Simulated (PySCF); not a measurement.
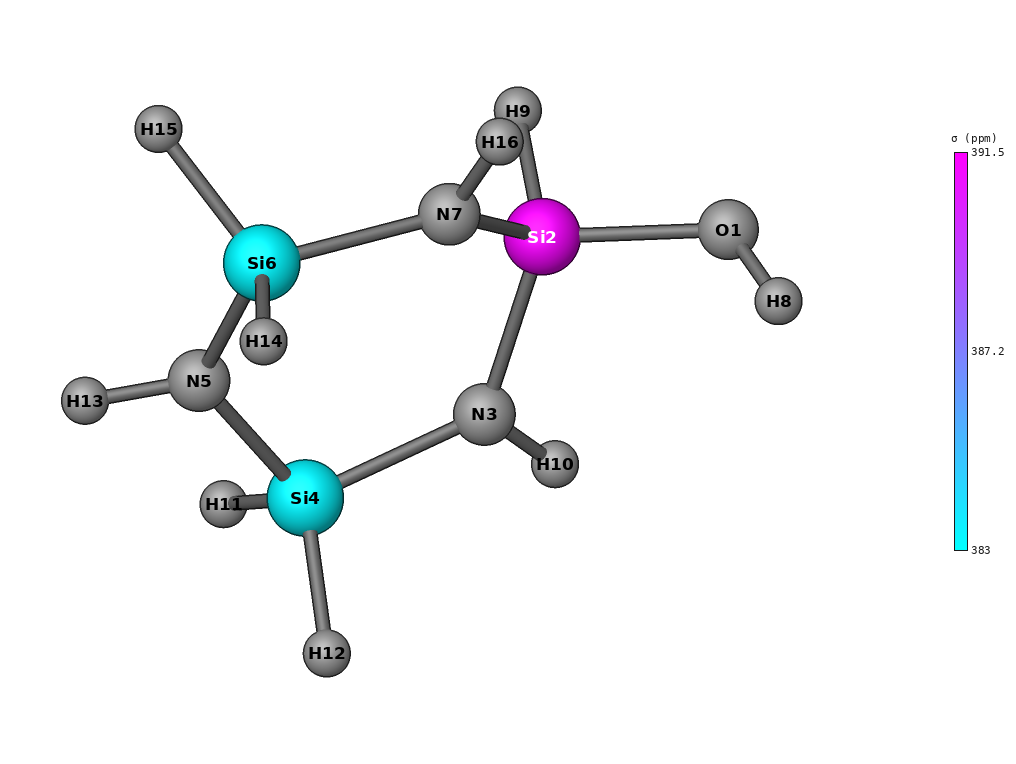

Atoms are coloured by their isotropic NMR shieldings (Si only, the others grey). The geometry was computed by an optimisation with GFN2-xTB. No frequency run is at hand to confirm it as a minimum. Level of theory: GIAO PBE0/pcSseg-1 NMR shielding, non-relativistic, gas phase (PySCF 2.14.0).

Give the isotropic NMR shieldings of the Si atoms atom by atom.

| atom | σ (ppm) |
| --- | --- |
| Si2 | 391.2 |
| Si4 | 383.3 |
| Si6 | 383.3 |

The geometry is semi-empirical. Around Si such bond lengths and angles can be off by a tenth of an ångström or more and by several degrees, and values that hang on the shape move with them.
